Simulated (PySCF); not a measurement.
```xyz
20

C    -2.8526   -0.6978    0.0110
C    -1.5123   -0.9059   -0.6257
Si   -0.1761    0.2453    0.2712
N    -0.5522    1.8860    0.0192
C     1.3372   -0.2963   -0.7718
C     2.4998    0.6401   -0.8595
C     2.5963   -0.6096   -0.0272
H    -3.2250    0.3122   -0.1350
H    -3.5627   -1.3816   -0.4650
H    -2.8502   -0.9330    1.0721
H    -1.1665   -1.9309   -0.5122
H    -1.5182   -0.6329   -1.6787
H    -0.1201   -0.0076    1.7037
H    -0.8288    2.5246    0.7490
H    -0.5201    2.3450   -0.8797
H     1.1283   -0.9010   -1.6445
H     3.0258    0.6955   -1.8009
H     2.4702    1.5765   -0.3262
H     2.6348   -0.4739    1.0424
H     3.1874   -1.4439   -0.3744
```

Geometry: GFN2-xTB.

These are results of UKS B3LYP, pcH-1 on C H N Si, non-relativistic, mean-field spin-orbit, GIAO (PySCF), not measurements.

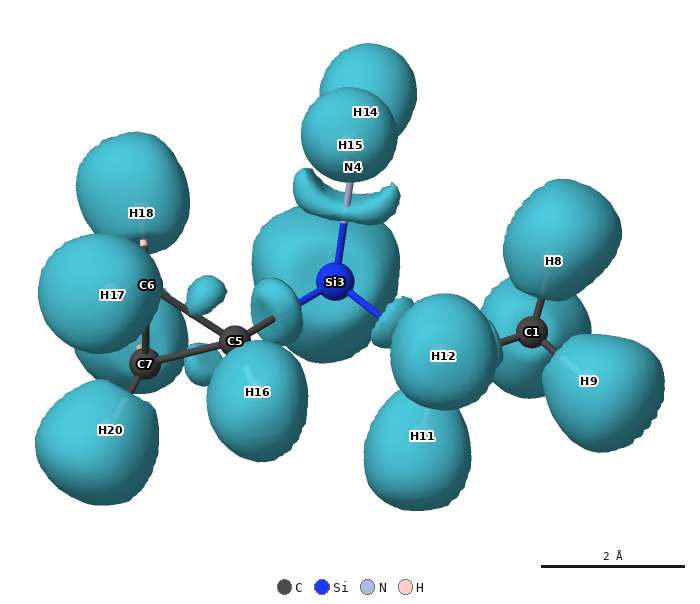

C5H13NSi (charge +1, doublet). Isosurface of the ELF at 0.85 (cyan), seen across its widest extent. Only the valence region is drawn (cores and ρ < 0.01 e/Å³ removed).

> What do the ELF domains correspond to?

The ELF exceeds this value in four regions between bonded C–C atoms (shared pairs), two regions between bonded C–Si atoms (shared pairs), one region between bonded N–Si atoms (shared pairs) and 13 regions around hydrogen nuclei.

Values along the shortest contacts:
C–C (1.50 Å): the ELF peaks at about 0.90 between the atoms; a shared electron pair. Si–N (1.70 Å): the ELF peaks at about 0.90 between the atoms: a shared but strongly polarised pair.
